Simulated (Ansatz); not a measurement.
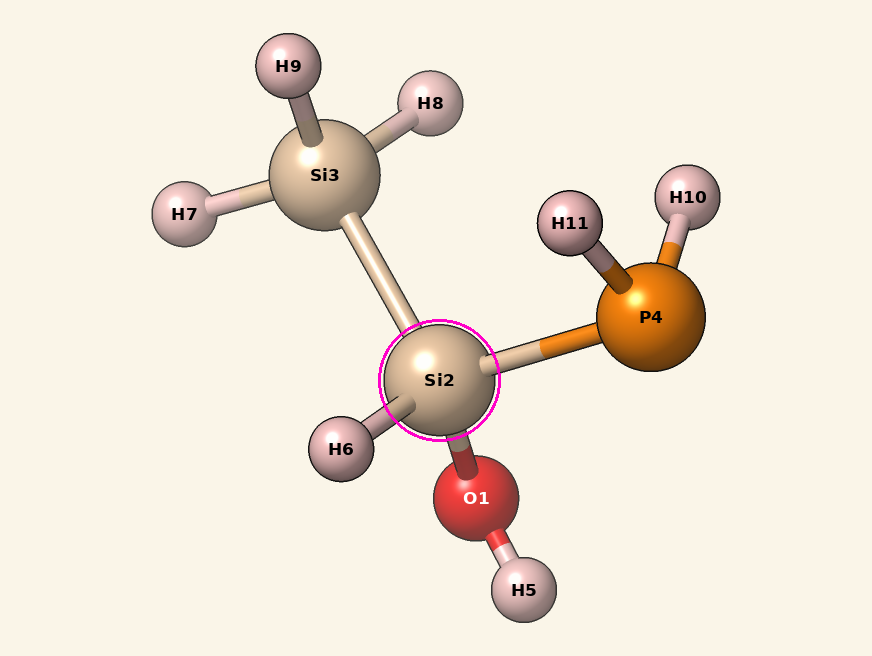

Atoms fade into the background with distance from the viewer. Circles mark the stereogenic atoms. Computed geometry: PBE-D4/def2-SVP optimisation. No frequency run is at hand to confirm it as a minimum.

> Assign CIP descriptors.

Si2: R (priorities P4 > Si3 > O1 > H6).

> Write the isomeric SMILES.

O[Si@H]([SiH3])P
